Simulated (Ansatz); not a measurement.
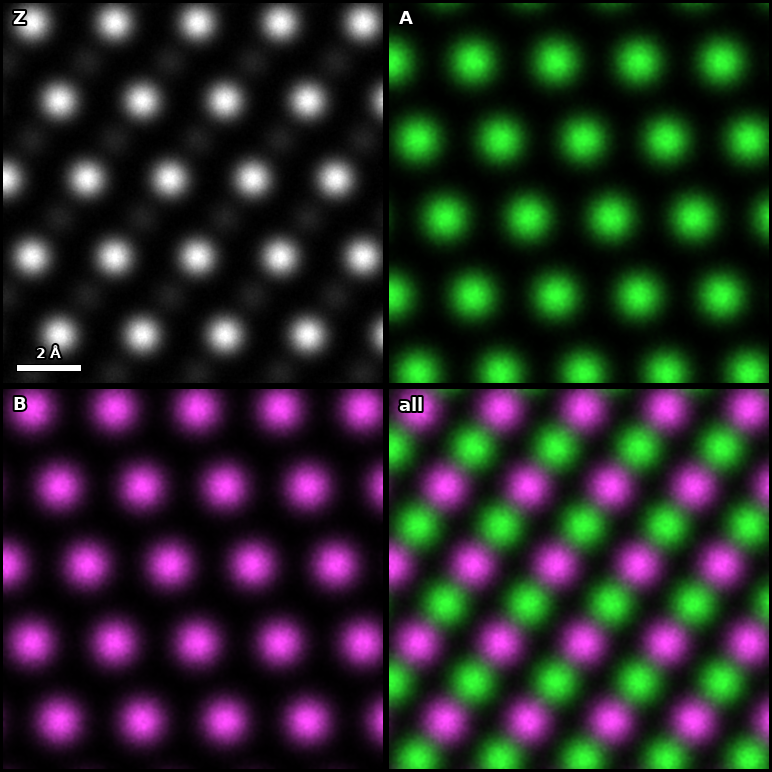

CoO (Fm-3m, No. 225) along [110]. Panel Z: The image is simulated as a sum over atoms of Z^1.7, blurred by a 0.86 Å probe (no channelling). The probe carries 15 % of its weight in a tail 2.5 times as wide. Shot noise was added. The other panels are simulated element maps (the number of atoms of one element along the beam, blurred by 1.1 Å, with counting noise; each on its own scale, no channelling); the last overlays them. Model: a calculation's input that goes back to an entry of the Crystallography Open Database (an earlier step may have relaxed or displaced it).

```
CELL_PARAMETERS angstrom
4.27100 0.00000 0.00000
0.00000 4.27100 0.00000
0.00000 0.00000 4.27100
ATOMIC_POSITIONS crystal
Co 0.00000 0.00000 0.00000
O 0.50000 0.00000 0.00000
Co 0.00000 0.50000 0.50000
O 0.50000 0.50000 0.50000
Co 0.50000 0.00000 0.50000
O 0.00000 0.00000 0.50000
Co 0.50000 0.50000 0.00000
O 0.00000 0.50000 0.00000
```

Which element does each lettered map show?

A: O, B: Co. The projected cell (2.62 × 2.62 Å, 109°) holds 2 columns: 1 of Co and 1 of O. No column is shared by two of the mapped elements.
